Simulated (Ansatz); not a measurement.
# C$_{3}$H$_{5}$Cl$_{2}$ (SMILES CC[C+](Cl)Cl) (charge +1): what the fields show

Input

```
basis:
  gaussian: {orbitals: def2-TZVPD}
crystal:
  periodic: [false, false, false]
  atoms:
    - symbol: C
      position_ang: [-2.237436, -0.073071, 0.891137]
    - symbol: C
      position_ang: [-1.221938, -0.799428, -0.056410]
    - symbol: C
      position_ang: [-0.182734, 0.151243, -0.449699]
    - symbol: Cl
      position_ang: [1.176231, 0.359672, 0.482200]
    - symbol: Cl
      position_ang: [-0.379759, 1.124437, -1.781111]
    - symbol: H
      position_ang: [-1.740729, 0.280318, 1.804699]
    - symbol: H
      position_ang: [-2.996988, -0.820816, 1.160266]
    - symbol: H
      position_ang: [-2.724923, 0.766288, 0.377253]
    - symbol: H
      position_ang: [-0.761958, -1.642550, 0.482578]
    - symbol: H
      position_ang: [-1.752564, -1.154054, -0.953903]
total_charge: 1
hamiltonian: {xc: pbe0}
output: {forces: true, orbitals: {seedname: orbitals}}
```

Command:

```sh
ansatz run input.yaml --threads 2 --pin off --max-ram 4350MiB --events-out events.jsonl --progress --plain --runs-dir runs
```

Geometry: r2SCAN-D4/def2-SVP.

All numbers below come from Ansatz, isolated molecule in a Gaussian basis; Kohn-Sham density functional theory, functional PBE0.

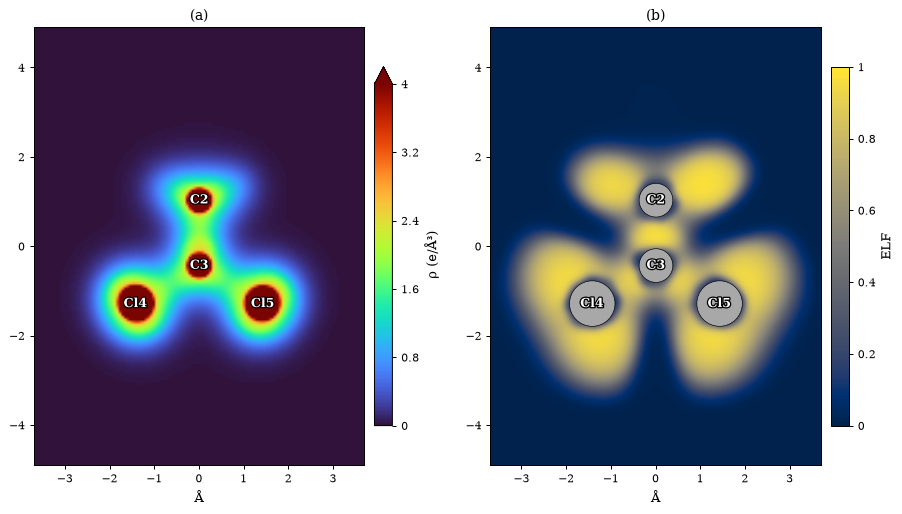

Figure 1. (a) electron density; (b) ELF on the plane of atoms C2, C3 and Cl4. Grey discs cover the atomic cores in the ELF map.

Q: What do the fields say about this system?

A: The section cuts through C and Cl sites. C–C (1.46 Å): ρ at the midpoint is about 1.9 e/Å³; the ELF peaks at about 0.95 between the atoms, as expected for a shared electron pair. C–Cl (1.66 Å): the density is about 1.7 e/Å³ at the midpoint; the ELF peaks at about 0.90 between the atoms; a covalent bond. The ELF also peaks beside Cl4 and Cl5, away from the bonds: lone-pair regions.

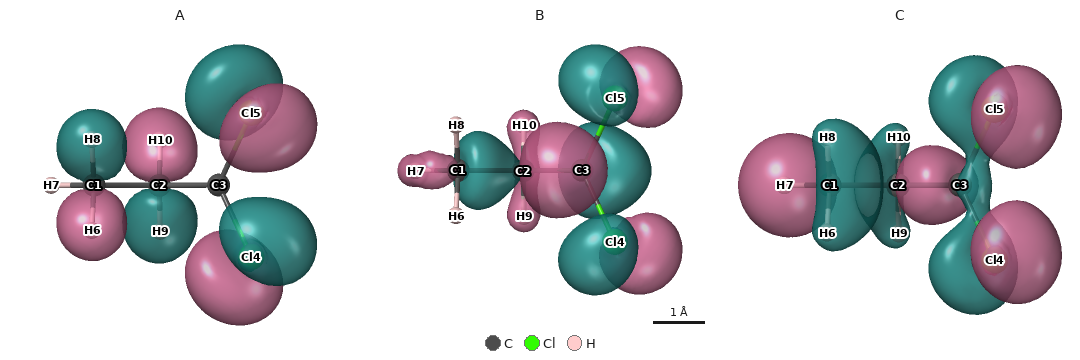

Figure 2. Three frontier orbitals at ±0.1 Å⁻³ᐟ² (teal and pink are the two phases), in no order.

Q: Order the three orbitals by energy and name them.

A: C is the HOMO−1 (−15.40 eV). It lies mainly on Cl4 (about 20 %), Cl5 (about 20 %), C1 (about 20 %), H7 (about 10 %), C2 (about 10 %) and C3 (about 10 %). A is the HOMO (−15.09 eV). It lies mainly on Cl4 (about 35 %), Cl5 (about 35 %), C2 (about 10 %) and C1 (about 5 %). B is the LUMO (−9.32 eV). Its weight (Hirshfeld) is mainly on C3 (about 45 %), Cl4 (about 20 %), Cl5 (about 20 %) and C2 (about 5 %).

Q: What is the HOMO–LUMO gap?

A: 5.77 eV between the orbital energies.

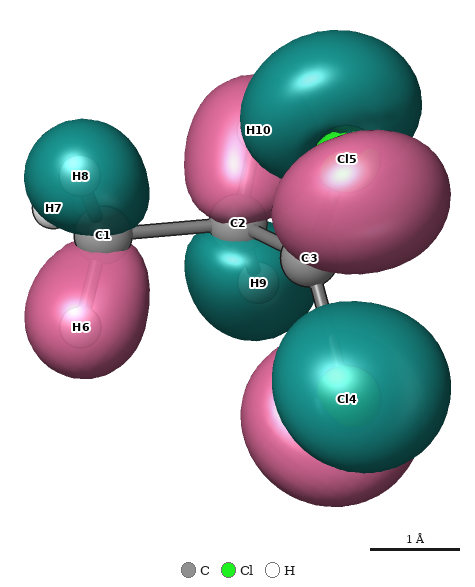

Figure 3. The HOMO at ±0.1 Å⁻³ᐟ² (teal and pink are the two phases), seen at a tilt.

Q: What is the character of this orbital?

A: Its weight (Hirshfeld) is mainly on Cl4 (about 35 %), Cl5 (about 35 %), C2 (about 10 %) and C1 (about 5 %). Its energy is −15.09 eV.
